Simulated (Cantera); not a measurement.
Charge: 1 mol Si, 0.8 mol Br2, 22 mol H2, held at 68.0 mbar.

Cantera equilibrium calculation (NASA polynomials, part measured and part estimated; ideal gas, pure solids and liquids). Candidate condensed phases: Br2, Si; 19 gas species. The tables' values for SiBr3, SiBr are old estimates; treat these amounts as uncertain. Gases not in the tables: Si2H6 and higher silanes. Rates play no part.

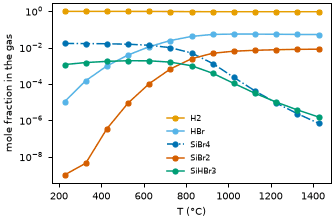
Fig. 1. Equilibrium gas composition (values under 1e-9 drawn at 1e-9)

Read off the mole fractions at 1027 °C.

H2 about 0.94, HBr about 0.056, SiBr2 about 0.0063, SiBr4 about 0.00023, SiHBr3 about 0.00011.
